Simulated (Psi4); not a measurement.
# [AlH4]− (SMILES [H][Al-]([H])([H])[H]) at B2PLYP/aug-pcseg-2 (density fitting, density fitting for correlation, sweep point 3)

What is the vertical ionisation energy of [AlH4]− at B2PLYP/aug-pcseg-2 (density fitting, density fitting for correlation, sweep point 3)? 

Program for the calculation: Psi4 1.11.

### 1 The molecule

[AlH4]−: 5 atoms, total charge -1, spin state singlet. As SMILES, `[H][Al-]([H])([H])[H]`. Geometry: a GFN2-xTB relaxation, a rough one for these elements and not checked as a minimum.

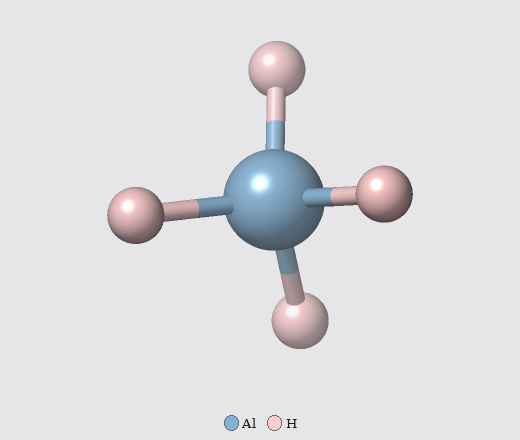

The structure, seen from a chosen angle (aluminium light blue, hydrogen pink).

### 2 A single-point energy at B2PLYP/aug-pcseg-2 (density fitting, density fitting for correlation, sweep point 3)

input.inp

```
memory 1.6 GB

molecule {
  -1 1
  Al    -0.001450    -0.001080    -0.000010
  H      0.012860    -0.019320     1.627070
  H      1.530040     0.013000    -0.552880
  H     -0.773910     1.334120    -0.520140
  H     -0.767540    -1.326720    -0.554050
  units angstrom
  symmetry c1
}

set basis aug-pcseg-2
set reference rks
set puream true
set scf_type df
set dft_radial_points 99
set dft_spherical_points 590
set num_frozen_docc 5

E = energy('b2plyp')
```

The run is started by

```bash
psi4 -n 1 input.inp input.out
```

input.out:

```text
[...]
  Running in c1 symmetry.
[...]
  Nuclear repulsion =   18.097726282604977
[...]
  Multiplicity = 1
[...]
  Nalpha       = 9
  Nbeta        = 9
[...]
    Number of basis functions: 142
[...]
   @DF-RKS iter   1:  -244.62893260577800   -5.65206e-01   1.72473e-03 DIIS/ADIIS
[...]
   @DF-RKS iter   6:  -244.68578305437512   -7.75876e-08   9.24387e-08 DIIS
[...]
    Orbital Energies [Eh]
    ---------------------
    Doubly Occupied:
       1A    -56.752424     2A     -4.179525     3A     -2.633815
       4A     -2.633810     5A     -2.633802     6A     -0.271485
       7A     -0.128606     8A     -0.128372     9A     -0.128136
[...]
  @DF-RKS Final Energy:  -244.68578305437512
   => Energetics <=
    Nuclear Repulsion Energy =             18.0977262826049774
    One-Electron Energy =                -379.6403409892540139
    Two-Electron Energy =                 126.5651792473316419
    DFT Exchange-Correlation Energy =      -9.7083475950577522
    Empirical Dispersion Energy =           0.0000000000000000
    VV10 Nonlocal Energy =                  0.0000000000000000
    Total Energy =                       -244.6857830543751504
[...]
 Multipole Moments:
 ------------------------------------------------------------------------------------
     Multipole            Electronic (a.u.)      Nuclear  (a.u.)        Total (a.u.)
 ------------------------------------------------------------------------------------
 L = 1.  Multiply by 2.5417464519 to convert [e a0] to [Debye]
 Dipole X            :         -0.0115570            0.0061317           -0.0054253
 Dipole Y            :         -0.0083381            0.0045670           -0.0037710
 Dipole Z            :          0.0004868            0.0000338            0.0005207
 Magnitude           :                                                    0.0066276
[...]
```

Wall time 7.8 s (1 thread of Intel Xeon 6975P-C (Granite Rapids), shared host); peak memory 1.3 GiB.

### 3 Doublet neutral AlH4 at the same level

calc.dat

```
memory 1600 MB

molecule {
  0 2
  Al    -0.001450    -0.001080    -0.000010
  H      0.012860    -0.019320     1.627070
  H      1.530040     0.013000    -0.552880
  H     -0.773910     1.334120    -0.520140
  H     -0.767540    -1.326720    -0.554050
  units angstrom
  symmetry c1
}

set globals {
  reference uks
  puream true
  scf_type df
  dft_radial_points 99
  dft_spherical_points 590
  num_frozen_docc 5
  maxiter 150
}

energy("b2plyp/aug-pcseg-2")
```

The run is started by

```bash
psi4 -i calc.dat -o calc.out -n 1
```

calc.out:

```text
[...]
  Running in c1 symmetry.
[...]
  Nuclear repulsion =   18.097726282604977
[...]
  Multiplicity = 2
[...]
  Nalpha       = 9
  Nbeta        = 8
[...]
    Number of basis functions: 142
[...]
   @DF-UKS iter   1:  -244.48909724422595   -4.25371e-01   1.29597e-03 ADIIS/DIIS
[...]
   @DF-UKS iter  36:  -244.51978982470177   -3.08035e-07   3.98000e-07 DIIS
[...]
   @S^2 Observed:                7.687427569E-01
[...]
    Orbital Energies [Eh]
    ---------------------
    Alpha Occupied:
       1A    -57.009599     2A     -4.436685     3A     -2.895900
       4A     -2.888745     5A     -2.888416     6A     -0.580555
       7A     -0.445080     8A     -0.370350     9A     -0.343283
    Alpha Virtual:
      10A      0.005914    11A      0.015658    12A      0.015789
      13A      0.019060    14A      0.047337    15A      0.049201
      16A      0.050148    17A      0.059119    18A      0.060340
      19A      0.062720    20A      0.073949    21A      0.075937
      22A      0.079693    23A      0.112759    24A      0.140471
      25A      0.140591    26A      0.144300    27A      0.153371
[...]
  @DF-UKS Final Energy:  -244.51978982470177
   => Energetics <=
    Nuclear Repulsion Energy =             18.0977262826049774
    One-Electron Energy =                -375.2586221253482108
    Two-Electron Energy =                 122.2241754113850050
    DFT Exchange-Correlation Energy =      -9.5830693933435409
    Empirical Dispersion Energy =           0.0000000000000000
    VV10 Nonlocal Energy =                  0.0000000000000000
    Total Energy =                       -244.5197898247017747
[...]
 Multipole Moments:
 ------------------------------------------------------------------------------------
     Multipole            Electronic (a.u.)      Nuclear  (a.u.)        Total (a.u.)
 ------------------------------------------------------------------------------------
 L = 1.  Multiply by 2.5417464519 to convert [e a0] to [Debye]
 Dipole X            :          0.8963613            0.0061317            0.9024930
 Dipole Y            :          0.1694233            0.0045670            0.1739904
 Dipole Z            :         -0.2073769            0.0000338           -0.2073430
 Magnitude           :                                                    0.9422088
[...]
```

Wall time 47 s (1 thread of Intel Xeon 6975P-C (Granite Rapids), shared host); peak memory 1.3 GiB.

### 4 Outcome

At B2PLYP/aug-pcseg-2 (density fitting, density fitting for correlation, sweep point 3), 5 core orbitals frozen:

```
                                                                      quantity          value
                                                 singlet [AlH4]−: total energy  -244.72853 Eh
                            singlet [AlH4]−: HOMO energy (SCF part's orbitals)       -3.49 eV
                            singlet [AlH4]−: LUMO energy (SCF part's orbitals)        2.76 eV
        singlet [AlH4]−: HOMO–LUMO gap (to an unbound level, set by the basis)        6.24 eV
                                            doublet neutral AlH4: total energy  -244.55567 Eh
doublet neutral AlH4: HOMO energy (SCF part's orbitals) (highest over α and β)       -9.00 eV
 doublet neutral AlH4: LUMO energy (SCF part's orbitals) (lowest over α and β)       -5.62 eV
                                                    doublet neutral AlH4: ⟨S²⟩          0.769
                           vertical detachment energy (to the doublet neutral)       4.704 eV
```

The vertical ionisation energy comes to 4.70 eV (454 kJ/mol). The negative HOMO energy of the first species, 3.49 eV, lies 1.22 eV below that difference.
